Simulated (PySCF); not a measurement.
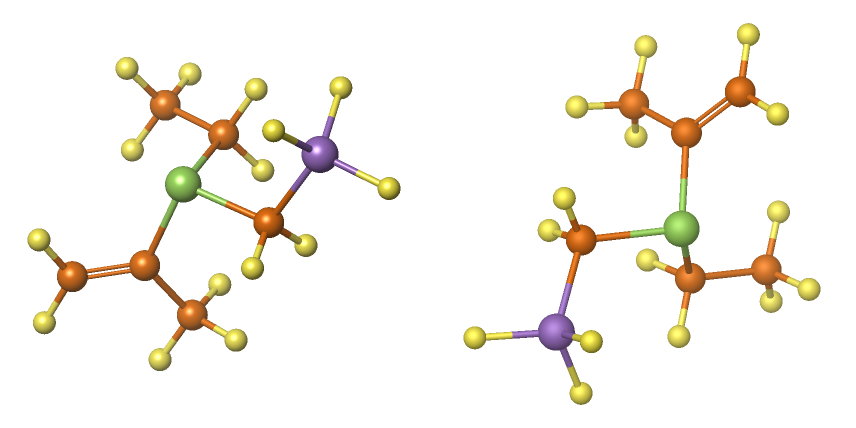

Two views of one molecule. Colours: carbon orange, phosphorus green, silicon purple, hydrogen yellow.

Which formula does it have?

Answer. C₆H₁₅PSi, 23 atoms: 6 carbon, 15 hydrogen, 1 phosphorus and 1 silicon.

Give a SMILES string for it.

Answer. C=C(C)P(CC)C[SiH3]

How many bonds of each kind are drawn?

Answer. 12 C–H, 3 C–C, 3 C–P, 3 Si–H, 1 C–Si.

Name some functional groups or characteristic bonds that it holds.

Answer. Among them: alkene, Si–H bond.

Describe its rings.

Answer. It has no ring.

More results for the same structure follow; atom numbers are the same in all pictures, views and colours differ. Computed geometry: PBE0-D3(BJ)/def2-SVP optimisation. No frequency run is at hand to confirm it as a minimum.

## Shape

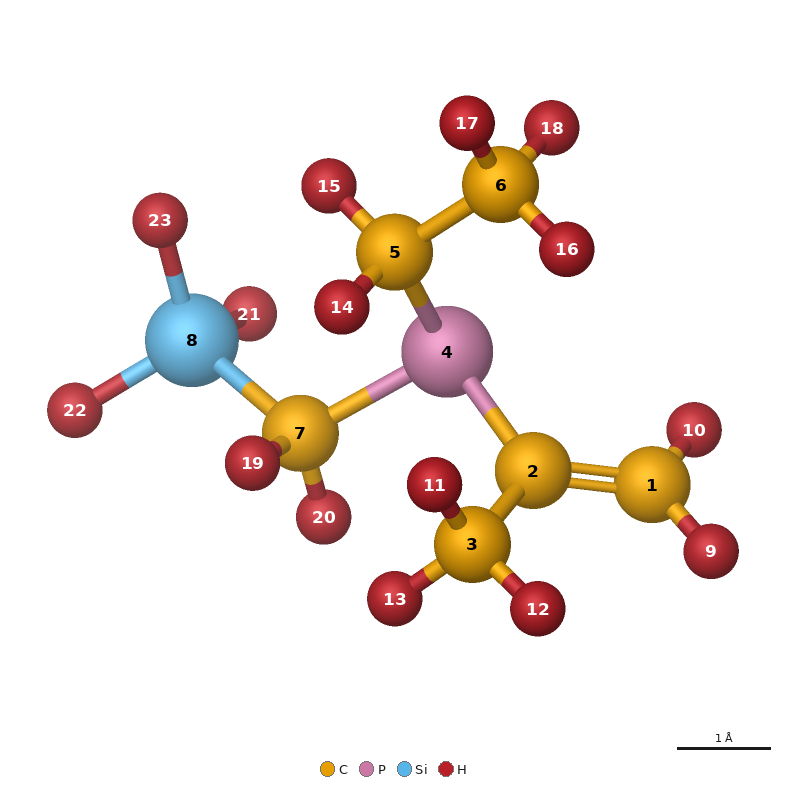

The atoms are numbered. No frequency run is at hand to confirm it as a minimum.

List the bonds and their lengths. Leave out bonds to hydrogen.

```
  bond  length (Å)   order
 C1–C2       1.340  double
 C2–C3       1.499  single
 C2–P4       1.846  single
 P4–C5       1.863  single
 P4–C7       1.859  single
 C5–C6       1.520  single
C7–Si8       1.886  single
```

## Levels of theory compared

No frequency run is at hand to confirm it as a minimum. Program: PySCF 2.14.0.

Compare HOMO energy (eV), dipole (D), HOMO–LUMO gap (eV) at these levels: CAM-B3LYP/def2-SVPD; PBE/pcSseg-1; PBE0/pcSseg-1; PBE0/pcSseg-1 in chloroform (IEF-PCM); PBE0/pcSseg-1 in methanol (IEF-PCM).

```json
{"level": "CAM-B3LYP/def2-SVPD", "HOMO energy (eV)": "−7.81", "dipole (D)": "1.79", "HOMO–LUMO gap (eV)": "8.73"}
{"level": "PBE/pcSseg-1", "HOMO energy (eV)": "−5.41", "dipole (D)": "1.81", "HOMO–LUMO gap (eV)": "4.25"}
{"level": "PBE0/pcSseg-1", "HOMO energy (eV)": "−6.54", "dipole (D)": "1.83", "HOMO–LUMO gap (eV)": "6.38"}
{"level": "PBE0/pcSseg-1 in chloroform (IEF-PCM)", "HOMO energy (eV)": "−6.57", "dipole (D)": "2.38", "HOMO–LUMO gap (eV)": "6.48"}
{"level": "PBE0/pcSseg-1 in methanol (IEF-PCM)", "HOMO energy (eV)": "−6.62", "dipole (D)": "2.71", "HOMO–LUMO gap (eV)": "6.53"}
```

## Polarisability

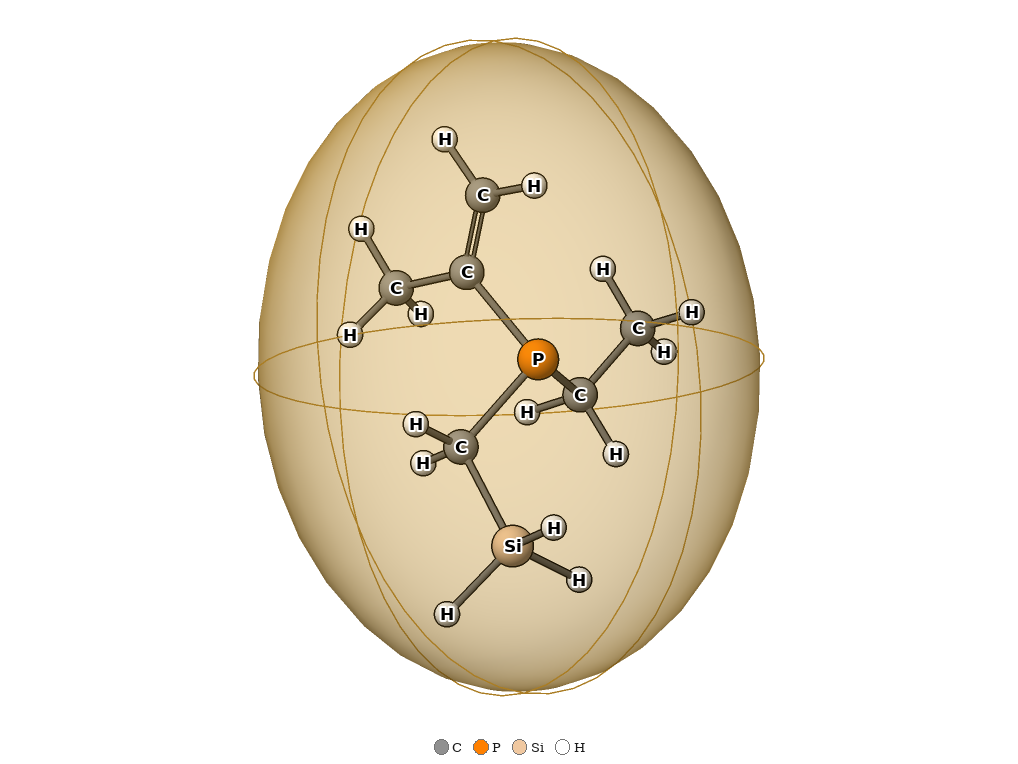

The ellipsoid shows the static dipole polarisability: its half-axes are proportional to the principal values. No frequency run is at hand to confirm it as a minimum. Method: CAM-B3LYP/def2-SVPD (PySCF 2.14.0).

Give the principal values, the mean and the anisotropy.

Answer. Principal values 113.6, 120.2, 152.4 bohr³; mean 128.7 bohr³ (19.07 Å³); anisotropy 35.9 bohr³, so the longest axis is 1.34 times the shortest.

## Excitation

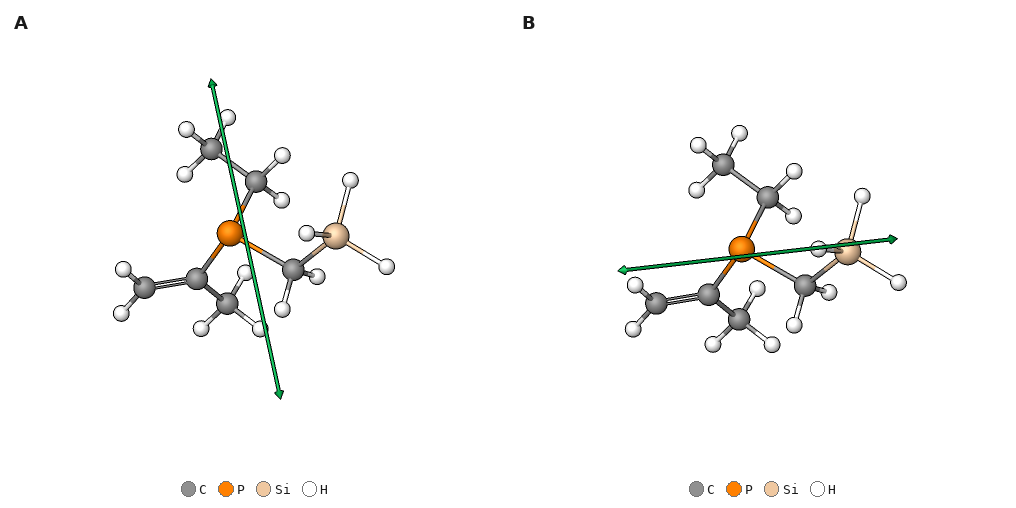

The double arrows show the directions of two transition dipoles from the ground state (lengths mean nothing). No frequency run is at hand to confirm it as a minimum. Method: TDDFT CAM-B3LYP/def2-SVPD, vertical, gas phase, core orbitals frozen in the response (PySCF 2.14.0).

One belongs to singlet state 3 and one to singlet state 9. Which is which?

Answer. A: state 3, 6.56 eV (189 nm), oscillator strength 0.069, of mixed character, with the largest part HOMO → LUMO+2 (weight 0.45).
B: state 9, 7.37 eV (168 nm), oscillator strength 0.19, of mixed character, with the largest part HOMO → LUMO+6 (weight 0.33).
